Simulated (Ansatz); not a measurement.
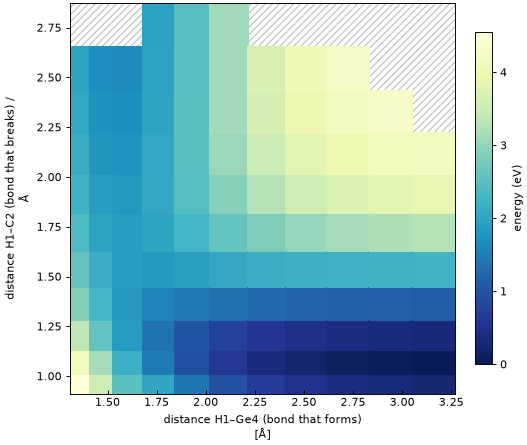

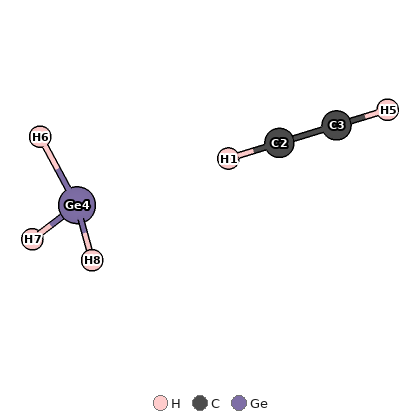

Energy landscape of the reacting system C₂H₅Ge (fragments C₂H₂ + GeH₃ where the first distance is long, GeH₄ + C₂H where the second is long), spin multiplicity 2. 
- First axis: distance H1–Ge4 (bond that forms). Second axis: distance H1–C2 (bond that breaks).
- Relaxed at each point: all other coordinates.
- The grid has 11 × 11 points. At 11 points there is no value.
- Points are written as (first, second).
- Energies: eV, counted from the lowest grid point.
- Energies and slopes of some neighbouring points disagree (a jump in structure or state, or too coarse a mesh). In part of the range the unrestricted reference is strongly spin-contaminated.
- These are results of UHF/def2-SVP in Ansatz, not measurements.

The picture shows one coloured cell a grid point, hatched blanks where no value was computed. The second picture is the structure at the lowest point.

**Describe this landscape.**

The lowest grid point is at (3.159 Å, 1.064 Å). It lies in a valley that leaves the map towards separated partners. The highest grid point, (1.359 Å, 0.963 Å), lies 4.55 eV above the lowest.

Each point was launched as `ansatz run input.yaml --threads 1 --pin off --max-ram 2560MiB --backend cpu --events-out ev --progress --plain --runs-dir out`. Time for the 110 points that were run: 39 min on 1 thread of Arm Neoverse V2, with other jobs on the host.
